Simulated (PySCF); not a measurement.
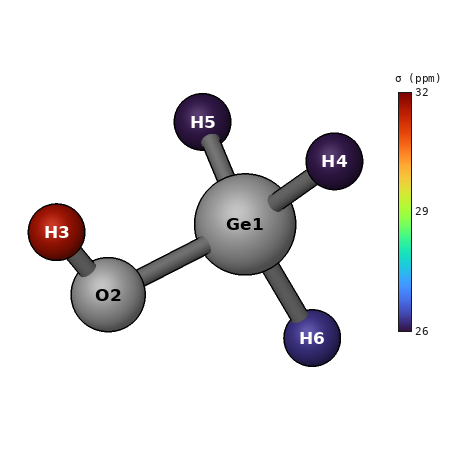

Atoms are coloured by their isotropic NMR shieldings (H only, the others grey). Computed geometry: PBE0-D3(BJ)/def2-SVP optimisation. No frequency run is at hand to confirm it as a minimum. Method: GIAO PBE0/pcSseg-1 (pcSseg-2 on Ge) NMR shielding, non-relativistic, gas phase (PySCF 2.14.0).

Give the isotropic NMR shieldings of the H atoms atom by atom.

```
atom  σ (ppm)
  H3    31.68
  H4    26.05
  H5    26.05
  H6    26.27
```
